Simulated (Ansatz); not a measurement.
Nudged elastic band of Si₂NH₈OF (part 2 of 2)

The same run, continued: Si₂NH₈OF; RKS PBE0/def2-SVP (Ansatz 0.2.0). It belongs to a series of runs on one base structure; here: band between the two ends.

Geometry of the input (Å):
```
Si -0.1290  0.1976  -0.0438
H  -0.1228  0.2546  1.4725
Si 2.0942  0.1081  -0.8013
H  2.4691  -1.2857  -1.1894
H  2.2920  0.9948  -1.9935
H  3.0293  0.5658  0.2750
N  -0.8702  1.6484  -0.5755
H  -1.7888  1.9103  -0.2330
H  -0.7353  1.9617  -1.5303
O  -0.9770  -1.1668  -0.4962
H  -0.5824  -1.9782  -0.1500
F  0.9001  -2.0970  1.5063
H  0.5866  -1.3113  1.8963
```

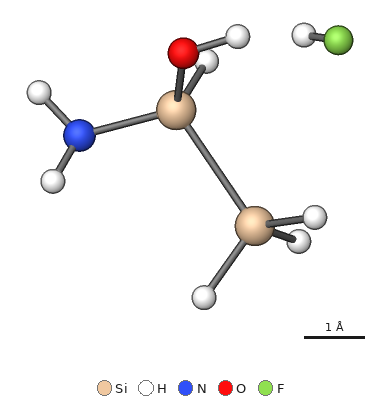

The input geometry (ball-and-stick view, seen on its broad side).

**Log, continued**
```
NEB iter  36: max|band force component| = 4.411e-2 eV/Å  barrier→ = 1.0399 eV  barrier← = 2.2028 eV  CI = image 2  Δτ_max = 0.0125 Å  (106 SCF iters)
the calculation of the forces begins
reference -22119.17964520 eV, -812.8648590427 hartree; 30, 30 occupied and 88, 88 virtual orbitals, 1225 factors
1232 factors; integrals over basis functions are off by at most 5.8e-4 eV
mean field evaluation 1312: about -22116.9672 eV, gradient 9.3e-2 eV
mean field -22116.97967008 eV, -812.7840114482 hartree, gradient 2.2e-5 eV, S^2 0.000000; 1 other end points of the search recorded, 0 dependent functions left out
the calculation of the forces begins
reference -22116.97969850 eV, -812.7840124926 hartree; 30, 30 occupied and 88, 88 virtual orbitals, 1232 factors
NEB iter  37: max|band force component| = 2.855e-2 eV/Å  barrier→ = 1.0399 eV  barrier← = 2.2028 eV  CI = image 2  Δτ_max = 0.0000 Å  (236 SCF iters)
```

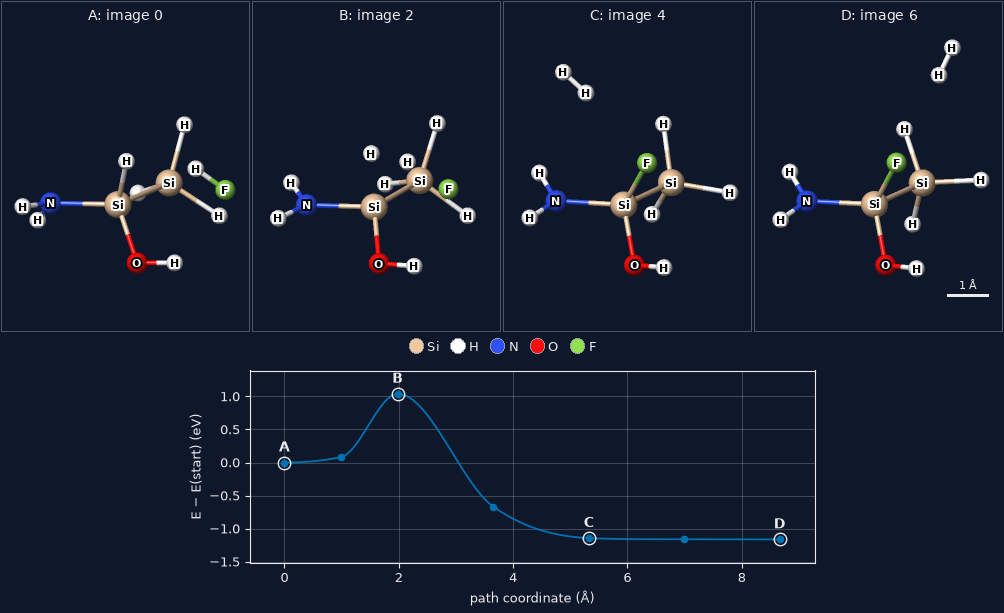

Images of the last band (counted from 0; ball-and-stick, seen at a tilt) above the energy along the path; the line is a cubic interpolation that uses the forces. The highest image is number 2, 1.040 eV above the start and 2.203 eV above the end (the climbing image); the end lies 1.163 eV below the start. The path is 8.67 Å long. The band converged in 37 iterations.

```
Total energy: -22116.97969850 eV, -812.7840124926 hartree
Atom 0 at    -0.022895    -0.117099    -0.091061 Å, force    -0.000363     0.000004    -0.000049 eV/Å
Atom 1 at    -0.092177     0.267608     1.625121 Å, force    -0.000014    -0.000140    -0.000205 eV/Å
Atom 2 at     2.171255     0.040739    -0.861521 Å, force    -0.000010    -0.000080     0.000048 eV/Å
Atom 3 at     2.583629    -1.293774    -1.385713 Å, force    -0.000048     0.000009    -0.000063 eV/Å
Atom 4 at     2.326851     1.064555    -1.943732 Å, force    -0.000000     0.000073    -0.000054 eV/Å
Atom 5 at     3.059827     0.424212     0.277232 Å, force     0.000004    -0.000068    -0.000005 eV/Å
Atom 6 at    -0.841185     1.308951    -0.571702 Å, force     0.000614     0.000131    -0.000205 eV/Å
Atom 7 at    -1.836556     1.448773    -0.437786 Å, force    -0.000190    -0.000020     0.000207 eV/Å
Atom 8 at    -0.350600     2.164140    -0.800110 Å, force    -0.000183     0.000152     0.000044 eV/Å
Atom 9 at    -1.161186    -1.278126    -0.396918 Å, force     0.000277    -0.000164     0.000129 eV/Å
Atom 10 at    -0.892001    -2.119707    -0.008312 Å, force    -0.000201    -0.000028    -0.000163 eV/Å
Atom 11 at     0.869553    -1.564793     1.085215 Å, force     0.000362    -0.000162     0.000260 eV/Å
Atom 12 at     0.351489    -0.543079     1.646388 Å, force    -0.000248     0.000292     0.000054 eV/Å
Dipole moment:    -0.176418     0.408247     0.066005 e Å
this run last wrote the band of iteration 37 to [file]
```

**The last band as extended XYZ (Å, eV, eV/Å)**
```
13
Properties=species:S:1:pos:R:3:forces:R:3 image=0 energy=-22118.01959
Si   -0.1290    0.1976   -0.0438    0.0099  -0.0228  -0.0032
H    -0.1228    0.2546    1.4725   -0.0095   0.0212   0.0016
Si    2.0942    0.1081   -0.8013    0.0200   0.0130  -0.0009
H     2.4691   -1.2857   -1.1894   -0.0011   0.0019   0.0019
H     2.2920    0.9948   -1.9935   -0.0056  -0.0040   0.0001
H     3.0293    0.5658    0.2750   -0.0085   0.0041  -0.0062
N    -0.8702    1.6484   -0.5755    0.0074  -0.0005   0.0034
H    -1.7888    1.9103   -0.2330    0.0054   0.0032  -0.0020
H    -0.7353    1.9617   -1.5303   -0.0025  -0.0062   0.0091
O    -0.9770   -1.1668   -0.4962    0.0043  -0.0210   0.0116
H    -0.5824   -1.9782   -0.1500   -0.0173   0.0154  -0.0163
F     0.9001   -2.0970    1.5063   -0.0041   0.0072  -0.0047
H     0.5866   -1.3113    1.8963    0.0017  -0.0114   0.0055
13
Properties=species:S:1:pos:R:3:forces:R:3 image=1 energy=-22117.93541
Si   -0.1352    0.1178   -0.0770   -0.0375   0.0627  -0.0041
H    -0.0794    0.2331    1.4565   -0.0027  -0.0018  -0.0516
Si    2.1004    0.0709   -0.8258   -0.0215   0.0006   0.0066
H     2.4723   -1.2839   -1.3339   -0.0310   0.0013   0.0136
H     2.3107    1.0623   -1.9299   -0.0067   0.0035   0.0011
H     3.0239    0.4318    0.2953   -0.0060   0.0000   0.0052
N    -0.9512    1.4543   -0.7574   -0.0025   0.0335  -0.0193
H    -1.9214    1.6370   -0.5284   -0.0200   0.0566  -0.0305
H    -0.4438    2.2938   -1.0051   -0.0434   0.0308  -0.0596
O    -1.0527   -1.2261   -0.4168    0.0214   0.0116  -0.0082
H    -0.7394   -2.0292    0.0159    0.0437   0.0289   0.0083
F     0.9799   -1.8870    1.4758    0.0110  -0.0785   0.1114
H     0.6020   -1.0723    1.7676    0.0952  -0.1492   0.0270
13
Properties=species:S:1:pos:R:3:forces:R:3 image=2 energy=-22116.97967
Si   -0.0229   -0.1171   -0.0911   -0.0004   0.0000   0.0000
H    -0.0922    0.2676    1.6251    0.0000  -0.0001  -0.0002
Si    2.1713    0.0407   -0.8615    0.0000  -0.0001   0.0000
H     2.5836   -1.2938   -1.3857    0.0000   0.0000  -0.0001
H     2.3269    1.0646   -1.9437    0.0000   0.0001  -0.0001
H     3.0598    0.4242    0.2772    0.0000  -0.0001   0.0000
N    -0.8412    1.3090   -0.5717    0.0006   0.0001  -0.0002
H    -1.8366    1.4488   -0.4378   -0.0002   0.0000   0.0002
H    -0.3506    2.1641   -0.8001   -0.0002   0.0002   0.0000
O    -1.1612   -1.2781   -0.3969    0.0003  -0.0002   0.0001
H    -0.8920   -2.1197   -0.0083   -0.0002   0.0000  -0.0002
F     0.8696   -1.5648    1.0852    0.0004  -0.0002   0.0003
H     0.3515   -0.5431    1.6464   -0.0002   0.0003   0.0001
13
Properties=species:S:1:pos:R:3:forces:R:3 image=3 energy=-22118.68638
Si    0.0555   -0.3652   -0.3643    0.0338  -0.1044  -0.1115
H    -0.1754    0.6509    2.3347   -0.0382   0.1650   0.2868
Si    2.2408   -0.0416   -1.1010    0.0288  -0.0265  -0.0956
H     2.7830   -1.3413   -1.5906    0.0925  -0.0129  -0.0716
H     2.3984    1.0224   -2.1364    0.0234  -0.0162  -0.0845
H     3.0154    0.3676    0.1159   -0.0217  -0.0007  -0.0660
N    -0.7138    1.1545   -0.3358    0.0412  -0.0767   0.0856
H    -1.7158    1.2796   -0.2363    0.0387  -0.0878   0.0685
H    -0.2272    2.0269   -0.5049    0.0353  -0.0670   0.1033
O    -1.1306   -1.3917   -0.9026    0.0218  -0.0611  -0.1993
H    -1.0706   -2.2276   -0.4246   -0.0576  -0.0538  -0.1565
F     0.5526   -1.2991    0.9252   -0.1191   0.1215  -0.0533
H     0.1537   -0.0328    2.3579   -0.0790   0.2205   0.2943
13
Properties=species:S:1:pos:R:3:forces:R:3 image=4 energy=-22119.16237
Si    0.0508   -0.3625   -0.4600    0.0050   0.0044   0.0003
H     0.0085    0.6393    3.3578    0.0033   0.0056   0.0353
Si    2.2230   -0.0982   -1.2864   -0.0025  -0.0026  -0.0006
H     2.8086   -1.4268   -1.6428    0.0064  -0.0066   0.0028
H     2.2462    0.7831   -2.4933   -0.0048  -0.0115  -0.0135
H     3.0797    0.5255   -0.2286    0.0035   0.0074  -0.0138
N    -0.6935    1.1473   -0.2328   -0.0055  -0.0063   0.0055
H    -1.6958    1.2293   -0.1034    0.0009  -0.0012  -0.0008
H    -0.1906    1.9673    0.0811    0.0026  -0.0036   0.0135
O    -1.0031   -1.2521   -1.3770    0.0069  -0.0074  -0.0231
H    -0.9901   -2.2000   -1.2132    0.0018   0.0005  -0.0214
F     0.2535   -1.2483    0.9104   -0.0113   0.0095  -0.0001
H     0.0689    0.0987    2.8254   -0.0062   0.0117   0.0158
13
Properties=species:S:1:pos:R:3:forces:R:3 image=5 energy=-22119.17961
Si   -0.1023   -0.2468   -0.5407    0.0029   0.0016   0.0054
H     0.8428   -0.0228    3.7367   -0.0006  -0.0017   0.0021
Si    2.1406   -0.0416   -1.1676    0.0011  -0.0018  -0.0023
H     2.8192   -1.3738   -1.1296   -0.0001   0.0007   0.0003
H     2.2496    0.5136   -2.5513    0.0005  -0.0008  -0.0007
H     2.8572    0.8795   -0.2301   -0.0022   0.0006   0.0000
N    -0.8444    1.2781   -0.4327   -0.0020   0.0003  -0.0016
H    -1.8535    1.3749   -0.4559   -0.0002   0.0008  -0.0003
H    -0.3829    2.0838   -0.0304    0.0004   0.0000  -0.0002
O    -1.0495   -1.1332   -1.5700   -0.0020   0.0007  -0.0043
H    -1.0339   -2.0863   -1.4430    0.0013  -0.0011   0.0019
F    -0.0779   -1.0915    0.8680   -0.0005   0.0005  -0.0005
H     0.6010   -0.3314    3.0838    0.0014   0.0001   0.0002
13
Properties=species:S:1:pos:R:3:forces:R:3 image=6 energy=-22119.18243
Si   -0.2084   -0.0892   -0.5366    0.0064   0.0159  -0.0093
H     1.4148   -0.8831    3.6608    0.0009  -0.0002  -0.0021
Si    2.0809    0.0551   -0.9890    0.0001  -0.0040  -0.0058
H     2.7625   -1.2356   -0.6630   -0.0001   0.0044  -0.0016
H     2.3078    0.3686   -2.4333    0.0023  -0.0034   0.0036
H     2.7043    1.1398   -0.1668   -0.0044  -0.0009   0.0019
N    -0.9614    1.4188   -0.7512   -0.0014  -0.0012   0.0041
H    -1.9649    1.4940   -0.8752    0.0045   0.0043  -0.0009
H    -0.5351    2.2885   -0.4584   -0.0040   0.0069  -0.0007
O    -1.0560   -1.1517   -1.4827    0.0018  -0.0138   0.0003
H    -1.0534   -2.0674   -1.1889   -0.0039  -0.0015  -0.0055
F    -0.3108   -0.6886    0.9888   -0.0033  -0.0065   0.0151
H     0.9857   -0.8469    3.0326    0.0011   0.0002   0.0009
```

**Key numbers**

- outcome: converged
- barrier, forward: 1.040 eV
- barrier, backward: 2.203 eV
- hardware: 4 threads of Arm Neoverse V1, 24 GiB of memory available, shared host
- wall time: 5.2 min (CPU time 19 min)
- peak memory: 0.32 GiB

**Notes**

The order of the saddle point was not checked.
